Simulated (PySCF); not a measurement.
Molecule: B(Me)(OMe)(OSiH3), C₂H₉BO₂Si, SMILES COB(C)O[SiH3]. Atoms near the plane z = 1.5 Å, at the GFN2-xTB optimised geometry (x, y, z in Å): B1 (-0.6, -0.7, 0.0), C2 (-1.5, -2.0, 0.0), H4 (-2.6, -1.8, 0.0), H5 (-1.3, -2.6, 0.9), O6 (0.7, -0.7, 0.0), C7 (1.5, -1.8, 0.0), H9 (2.6, -1.5, 0.0), H10 (1.3, -2.4, 0.9), O11 (-1.2, 0.5, 0.0), Si12 (-1.1, 2.2, 0.0), H13 (-1.4, 2.5, 1.4), H15 (0.3, 2.6, -0.3).

Level of theory: B3LYP/def2-TZVP (PySCF). The values are rescaled to run from 0 to 1.

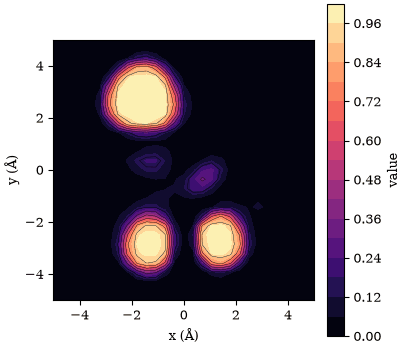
*a field on the plane z = 1.5 Å.*

Q: Which quantity is mapped?
A) Laplacian of the electron density
B) electron localisation function
C) an orbital amplitude
D) deformation density (molecule minus spherical neutral atoms)

A: B, electron localisation function
